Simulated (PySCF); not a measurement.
## Electronic structure of C2H5O2Si (SMILES COC(=O)[SiH2]) (doublet) in real space

| atom | x (Å) | y (Å) | z (Å) |
| --- | --- | --- | --- |
| C | -1.7826 | 0.1601 | 0.0394 |
| O | -0.4126 | 0.5264 | -0.0029 |
| C | 0.4976 | -0.4815 | -0.0174 |
| O | 0.2047 | -1.6606 | 0.0145 |
| Si | 2.2055 | 0.2331 | -0.0932 |
| H | -2.3126 | 0.9618 | 0.5500 |
| H | -1.8986 | -0.7840 | 0.5760 |
| H | -2.1678 | 0.0435 | -0.9765 |
| H | 2.3393 | 1.6722 | -0.0639 |
| H | 3.3361 | -0.6664 | -0.0486 |

Geometry: GFN2-xTB.

All numbers below come from UKS B3LYP, pcH-1 on C H O Si, non-relativistic, mean-field spin-orbit, GIAO (PySCF 2.14.0, density-fitted response routines).

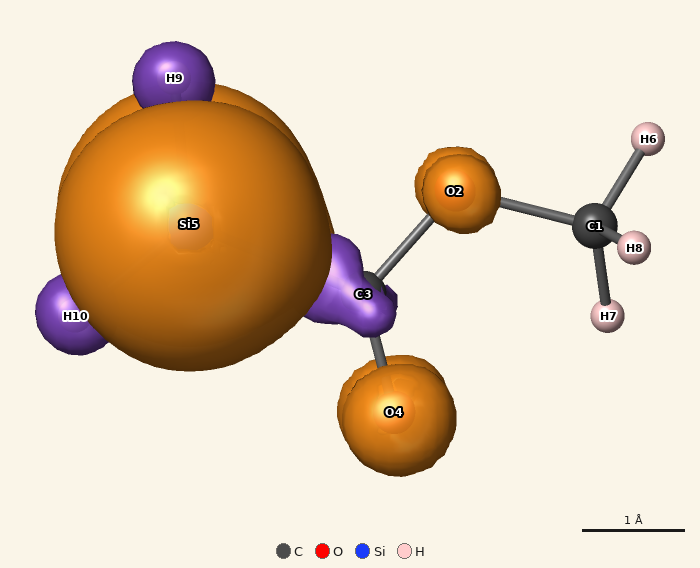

Figure 1. Isosurfaces of the spin density (α minus β) at +0.015 (orange) and −0.015 e/Å³ (purple), seen across its widest extent.

Where is the unpaired spin?

Answer. The unpaired spin (1 electron) lies mostly on Si5 (about 0.8) and O4 (about 0.1), in electrons by Hirshfeld's partition.

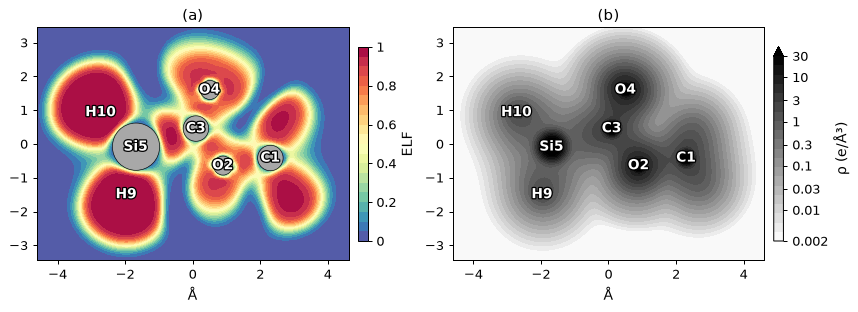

Figure 2. (a) electron localisation function; (b) total electron density on the plane of atoms O2, C3 and O4. Grey discs cover the atomic cores in the ELF map.

Describe what can be read from this map.

Answer. The plane passes through C, O, Si and H nuclei.
C–O (1.22 Å): the density is about 3.2 e/Å³ at the midpoint; the ELF peaks at about 0.85 between the atoms (a multiple bond).
C–Si (1.85 Å): ρ at the midpoint is about 0.99 e/Å³; the ELF peaks at about 1 between the atoms: localised, covalent bonding.
C–O (1.36 Å): ρ is about 2.3 e/Å³ halfway, with its minimum of 2 e/Å³ about 0.5 Å from C; the ELF peaks at about 0.85 between the atoms: a polar covalent bond.
Si–H (1.45 Å): ρ at the midpoint is about 0.84 e/Å³; the ELF climbs to about 1 towards the hydrogen, as it does in any bond to H.
The ELF also peaks beside O2 and O4, away from the bonds: non-bonding electrons, paired or unpaired.

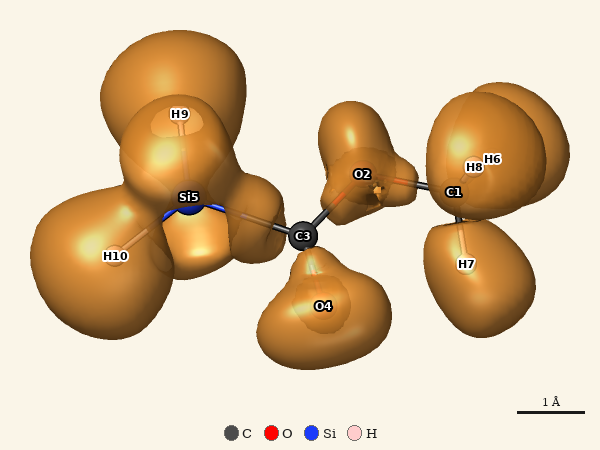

Figure 3. Isosurface of the ELF at 0.75 (orange), seen at a tilt. Only the valence region is drawn (cores and ρ < 0.01 e/Å³ removed).

Identify the bonds, lone pairs and shells in this picture.

Answer. The ELF exceeds this value in three regions around hydrogen nuclei, two regions on O in which the atom's valence shell and bonds are merged and one joined region spread over several atoms (H, Si), in which their bonds and any lone pairs are merged.
